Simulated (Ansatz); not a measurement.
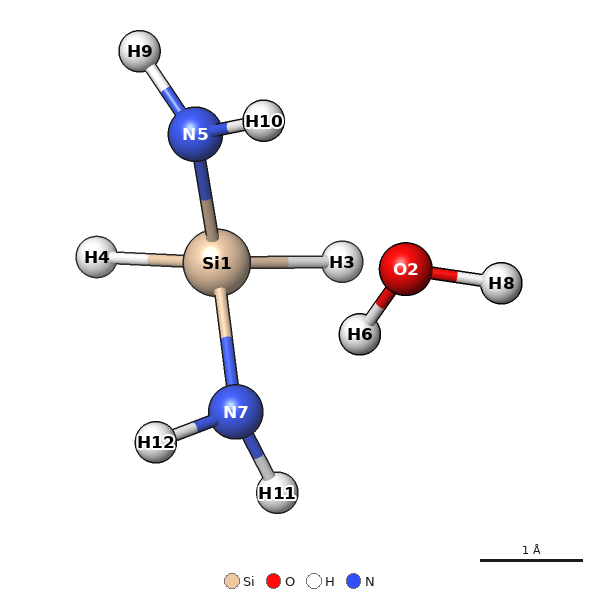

Atoms carry their numbers in the input. The computed structure is the end point of a PBE0-D4/def2-TZVP optimisation.

What are the angles H3–Si1–N5, H3–Si1–N7, H4–Si1–N5, H4–Si1–N7, N5–Si1–N7, Si1–N5–H9, Si1–N5–H10, Si1–N7–H11, Si1–N7–H12?

```tsv
angle	degrees
H3–Si1–N5	117.9
H3–Si1–N7	102.5
H4–Si1–N5	105.9
H4–Si1–N7	116.1
N5–Si1–N7	106.9
Si1–N5–H9	122.3
Si1–N5–H10	120.0
Si1–N7–H11	117.3
Si1–N7–H12	117.4
```
